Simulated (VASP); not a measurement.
```
CELL_PARAMETERS angstrom
      0.00000     1.78416     1.78416
      1.78416     0.00000     1.78416
      1.78416     1.78416     0.00000
ATOMIC_POSITIONS crystal
  Cu 0.00000 0.00000 0.00000
```

Calculation: PBE GGA with D3 dispersion (zero damping), VASP's PBE PAW potentials (set 64) (plane waves; VASP). Run with 520 eV cut-off, 20×20×20 Γ-centred mesh, tetrahedra with Blöchl corrections, potentials Cu.

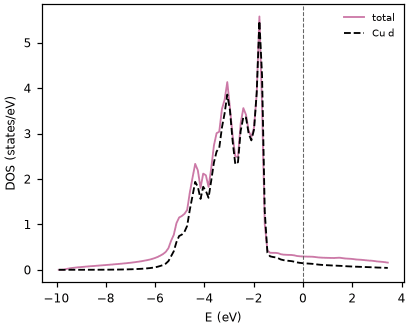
Figure. Total and projected density of states, zero at the Fermi level

Within 2 eV below the Fermi level the largest weight inside VASP's projection spheres is Cu d.

It has no gap at this level: it comes out as a metal or semimetal.

The compound is Cu in the fcc structure. It was relaxed first.
